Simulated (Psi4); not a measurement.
# A workflow on InSiH5 (SMILES [SiH3][InH2])

Aim: a geometry optimisation (B3LYP-D3(BJ)/def2-TZVP), then the harmonic vibrations of InSiH5. 

Program for the calculation: Psi4 1.11.

## 1. Starting point

InSiH5 has 7 atoms, charge 0, and is taken as a singlet. As SMILES, `[SiH3][InH2]`. The coordinates come from a PBE0-D4/def2-TZVP relaxation. The run starts from this shape.

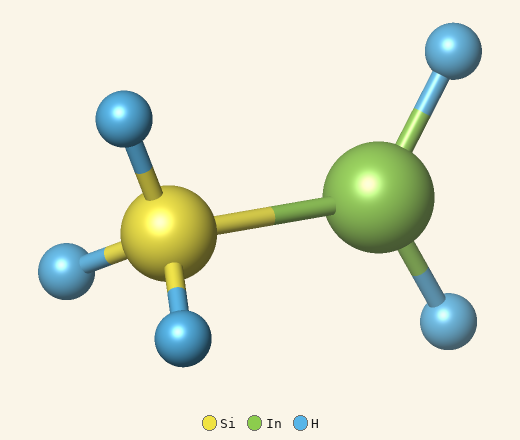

The structure, seen from a chosen angle (silicon yellow, indium green, hydrogen blue).

## 2. A geometry optimisation at B3LYP-D3(BJ)/def2-TZVP (density fitting, core potential) (run 1)

job.py

```python
import psi4

psi4.set_memory(1600000000)
psi4.set_num_threads(1)
psi4.set_output_file('run.log', False)

mol = psi4.geometry("""
Si    -0.667100    -0.641500    -0.642100
In     0.830800     0.837600     0.840500
H     -2.119900    -0.371100    -0.463600
H     -0.432000    -2.083300    -0.345900
H     -0.338000    -0.425500    -2.080000
H      0.179100     2.062100     1.872000
H      2.547100     0.621800     0.819100
""")

psi4.set_options({
    'basis': 'def2-TZVP',
    'geom_maxiter': 60,
})

e_tot = psi4.optimize('b3lyp-d3bj', molecule=mol)
print('E =', round(e_tot, 9))
print(mol.to_string(dtype='xyz', units='Angstrom'))
```

On the command line:

```sh
$ python job.py
```

run.log:

```text
WARNING  [psi4.optking:38] Some dependencies such as QCElemental have not yet finished migration to pydantic v2. If issues are encountered please downgrade pydantic or upgrade QCElemental as app [...]
    			-----------------------------------------
[...]
    !!!  WARNING: ECP capability is in beta. Please check occupations closely.  !!!
[...]
  Running in c1 symmetry.
[...]
  Nuclear repulsion =  103.451878183438424
[...]
  Multiplicity = 1
[...]
  Nalpha       = 20
  Nbeta        = 20
[...]
    Number of basis functions: 117
[...]
    !!!  WARNING: ECP capability is in beta. Please check occupations closely.  !!!
[...]
    !!!  WARNING: ECP capability is in beta. Please check occupations closely.  !!!
[...]
   @DF-RKS iter   0:  -482.71066940585371   -4.82711e+02   8.35941e-05
[...]
   @DF-RKS iter   7:  -482.71149827822734   -4.54747e-12   3.62136e-09 DIIS
[...]
    Orbital Energies [Eh]
    ---------------------
    Doubly Occupied:
       1A    -66.104379     2A     -5.268429     3A     -4.676007
       4A     -3.626210     5A     -3.625911     6A     -3.625784
       7A     -3.085106     8A     -3.073039     9A     -3.072417
      10A     -0.772142    11A     -0.765842    12A     -0.764764
      13A     -0.762271    14A     -0.759334    15A     -0.537078
      16A     -0.419536    17A     -0.352617    18A     -0.352470
      19A     -0.291620    20A     -0.263218
[...]
  @DF-RKS Final Energy:  -482.71149827822734
   => Energetics <=
    Nuclear Repulsion Energy =            102.9921687189636827
    One-Electron Energy =                -944.3101515560335883
    Two-Electron Energy =                 390.5935024361085084
    DFT Exchange-Correlation Energy =     -31.9792229154224366
    Empirical Dispersion Energy =          -0.0077949618435388
    VV10 Nonlocal Energy =                  0.0000000000000000
    Total Energy =                       -482.7114982782273387
[...]
 Multipole Moments:
 ------------------------------------------------------------------------------------
     Multipole            Electronic (a.u.)      Nuclear  (a.u.)        Total (a.u.)
 ------------------------------------------------------------------------------------
 L = 1.  Multiply by 2.5417464519 to convert [e a0] to [Debye]
 Dipole X            :         24.2545099          -24.2714277           -0.0169178
 Dipole Y            :         24.1598360          -24.1511659            0.0086702
 Dipole Z            :         24.2294639          -24.2193948            0.0100691
 Magnitude           :                                                    0.0215121
[...]
  -Total Gradient:
     Atom            X                  Y                   Z
    ------   -----------------  -----------------  -----------------
       1       -0.000033285324    -0.000027412894    -0.000031921869
       2        0.000096977523     0.000085367436     0.000093239789
       3        0.000010931591    -0.000004462660    -0.000005316344
       4        0.000001592402     0.000012224989     0.000002251812
       5        0.000002987246     0.000001399044     0.000011951620
       6       -0.000019229528    -0.000028680264    -0.000029549006
       7       -0.000033825572    -0.000020908909    -0.000024440910
[...]
    Final optimized geometry and variables:
    Molecular point group: c1
    Full point group: C1
    Geometry (in Angstrom), charge = 0, multiplicity = 1:
    SI          -1.192322043268    -1.177637513609    -1.180450918140
    IN           0.314475239885     0.311618668396     0.312423049066
    H           -2.639651968605    -0.905541399600    -0.998991835666
    H           -0.956091386794    -2.614128823892    -0.882850117337
    H           -0.863123217293    -0.959032239759    -2.613163471501
    H           -0.335220538149     1.543486954368     1.349265100974
    H            2.038729243290     0.097902082834     0.294817345626
```

Standard output:

```text
Optimizer: Optimization complete!
E = -482.711498278
7
0 1 H5InSi
Si                   -1.192322043268    -1.177637513609    -1.180450918140
In                    0.314475239885     0.311618668396     0.312423049066
H                    -2.639651968605    -0.905541399600    -0.998991835666
H                    -0.956091386794    -2.614128823892    -0.882850117337
H                    -0.863123217293    -0.959032239759    -2.613163471501
H                    -0.335220538149     1.543486954368     1.349265100974
H                     2.038729243290     0.097902082834     0.294817345626
```

Run time: 63 s. Hardware: 1 thread of Intel Xeon Platinum 8259CL at 2.50GHz (Skylake/Cascade Lake), shared host; peak memory 0.77 GiB.

Step by step:

| step | energy from the first frame kept (eV) | largest force (eV/Å) |
| --- | --- | --- |
| 0 | 0.0000 | 0.2103 |
| 1 | -0.0022 | 0.0265 |
| 2 | -0.0022 | 0.0187 |
| 3 | -0.0018 | 0.0746 |
| 4 | -0.0023 | 0.0082 |

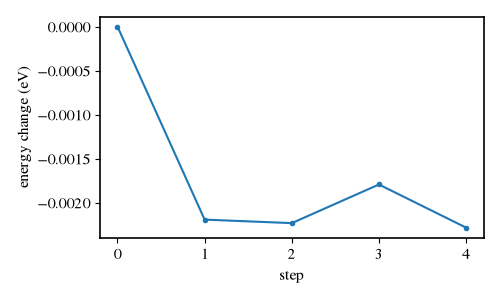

Energy along the run.

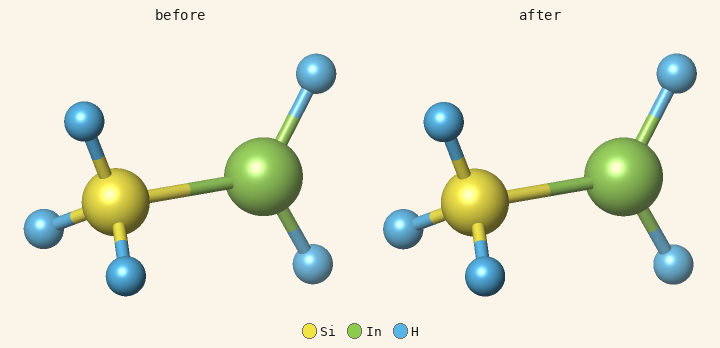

Before and after, at one scale.

After the run. Bond lengths: Si1–In2 2.592 Å, Si1–H3 1.484 Å, Si1–H4 1.486 Å, Si1–H5 1.486 Å, In2–H6 1.736 Å, In2–H7 1.738 Å. Angles: Si1–In2–H6 122.3°, Si1–In2–H7 120.0°, In2–Si1–H3 113.0°, In2–Si1–H4 110.3°, In2–Si1–H5 110.0°, H6–In2–H7 117.7°, H3–Si1–H4 107.9°, H3–Si1–H5 107.9°, H4–Si1–H5 107.5°.

## 3. Vibrational wavenumbers at B3LYP-D3(BJ)/def2-TZVP (density fitting, core potential) (run 2)

job.dat

```
memory 1600 MB

molecule system {
  0 1
  Si    -1.27414028    -1.22767569    -1.22897961
  In     1.57329337     1.58661216     1.59214339
  H     -4.00919759    -0.71348689    -0.88607179
  H     -0.82772839    -3.94225027    -0.66659522
  H     -0.65204433    -0.81457023    -3.93641479
  H      0.34554587     3.91450531     3.55149081
  H      4.83166120     1.18274557     1.55887287
  units bohr
}

set {
  basis                      def2-TZVP
  t                          298.15
  rotational_symmetry_number 1
}

e, wfn = frequency("b3lyp-d3bj", return_wfn=True)
```

On the command line:

```sh
$ psi4 -n 1 job.dat job.out
```

job.out (excerpt; [...] marks lines left out):

```text
[...]
  Running in c1 symmetry.
[...]
  Nuclear repulsion =  102.992159268325977
[...]
  Multiplicity = 1
[...]
  Nalpha       = 20
  Nbeta        = 20
[...]
    Number of basis functions: 117
[...]
   @DF-RKS iter   1:  -482.53933701049851   -9.21895e-01   5.19700e-03 DIIS/ADIIS
[...]
   @DF-RKS iter  10:  -482.71149794994403   -7.73070e-12   4.08383e-09 DIIS
[...]
  @DF-RKS Final Energy:  -482.71149794994403
   => Energetics <=
    Nuclear Repulsion Energy =            102.9876258556054154
    One-Electron Energy =                -944.3009473359877575
    Two-Electron Energy =                 390.5887009838504582
    DFT Exchange-Correlation Energy =     -31.9790826748273602
    Empirical Dispersion Energy =          -0.0077947785847938
    VV10 Nonlocal Energy =                  0.0000000000000000
    Total Energy =                       -482.7114979499440324
[...]
 Multipole Moments:
[...]
  -Total Gradient:
     Atom            X                  Y                   Z
    ------   -----------------  -----------------  -----------------
       1       -0.000009311895    -0.000036817606    -0.000033156151
       2        0.000178861802    -0.000069969778    -0.000039270827
       3        0.000012204176    -0.000000674607    -0.000002537615
       4       -0.000002568869     0.000011010956    -0.000000971365
       5        0.000000192557     0.000000457104     0.000010011485
       6       -0.000118507908     0.000152585213     0.000123031376
       7       -0.000034674238    -0.000039192951    -0.000040965706
[...]
  ==> Harmonic Vibrational Analysis <==
[...]
  Freq [cm^-1]                 15.9165i            271.2091            284.5039
[...]
  IR activ [km/mol]             0.2657             27.5114             15.5522
[...]
  Freq [cm^-1]                 364.4858            497.2290            519.1882
[...]
  IR activ [km/mol]            54.8409              1.9870             41.7748
[...]
  Freq [cm^-1]                 606.5889            869.6833            947.6799
[...]
  IR activ [km/mol]            325.8021            261.8917            45.7366
[...]
  Freq [cm^-1]                 955.1228           1763.3359           1766.4246
[...]
  IR activ [km/mol]            46.3562             276.5778            276.4161
[...]
  Freq [cm^-1]                2194.8085           2204.0085           2215.0785
[...]
  IR activ [km/mol]            75.0795             93.7807             101.6350
[...]
```

The script printed:

```text
Warning: thermodynamics relations excluded imaginary frequencies: ['15.9165i']
Warning: used thermodynamics relations inappropriate for low-frequency modes: ['271.2091' '284.5039' '364.4858' '497.2290' '519.1882' '606.5889']
```

It took 8.8 min on 1 thread of Intel Xeon Platinum 8259CL at 2.50GHz (Skylake/Cascade Lake), shared host; peak memory 0.77 GiB.

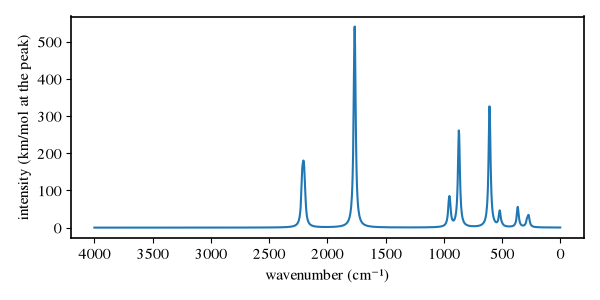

Harmonic infrared spectrum, unscaled, lines broadened by 10 cm⁻¹.

## 4. Outcome

| quantity | value |
| --- | --- |
| run 1, B3LYP-D3(BJ)/def2-TZVP: total energy at the end | -482.71150 Eh |
| run 1, B3LYP-D3(BJ)/def2-TZVP: dipole moment | 0.05 D |
| run 1, B3LYP-D3(BJ)/def2-TZVP: HOMO energy | -7.16 eV |
| run 1, B3LYP-D3(BJ)/def2-TZVP: LUMO energy | -2.40 eV |
| run 1, B3LYP-D3(BJ)/def2-TZVP: HOMO–LUMO gap | 4.76 eV |
| run 1, B3LYP-D3(BJ)/def2-TZVP: dispersion energy | -20.47 kJ/mol |
| run 2, B3LYP-D3(BJ)/def2-TZVP: lowest harmonic wavenumber | 16i cm⁻¹ (imaginary) |
| run 2, B3LYP-D3(BJ)/def2-TZVP: highest harmonic wavenumber | 2215 cm⁻¹ |

In words: The optimisation (run 1, B3LYP-D3(BJ)/def2-TZVP) took 5 steps and changed the energy by -0.002 eV. 1 mode is imaginary (lowest 16i cm⁻¹); so small a value may be numerical noise or a very soft motion.
